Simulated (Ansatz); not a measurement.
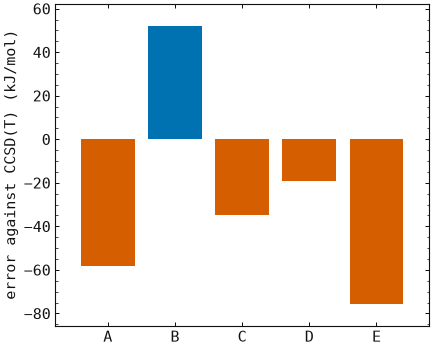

Error in the electronic atomisation energy (method less reference, so positive means overbinding) of BSiN₂H₇O, SMILES NB(N)O[SiH3]: functionals in def2-TZVPP against frozen-core CCSD(T) at the limit (MP2 extrapolated from triple and quadruple zeta, plus CCSD(T) less MP2 in a smaller set), which gives 4523.3 kJ/mol, at a PBE0-D4/def2-TZVP geometry (a minimum by its frequencies), no zero-point or spin-orbit term, the Ansatz code 0.2.0. The reference leaves out core correlation, a term that grows with the number of heavy atoms. Limit means the basis limit.

> The letters stand for CAM-B3LYP-D4, CCSD limit, HSE06-D4, r2SCAN0-D4 and r2SCANh-D4. Which is which?

A: CCSD limit (−58.2 kJ/mol); B: CAM-B3LYP-D4 (52.1 kJ/mol); C: r2SCANh-D4 (−35.0 kJ/mol); D: HSE06-D4 (−19.1 kJ/mol); E: r2SCAN0-D4 (−75.5 kJ/mol).

Caveats, for all or some of the runs: one conformer of a flexible molecule.
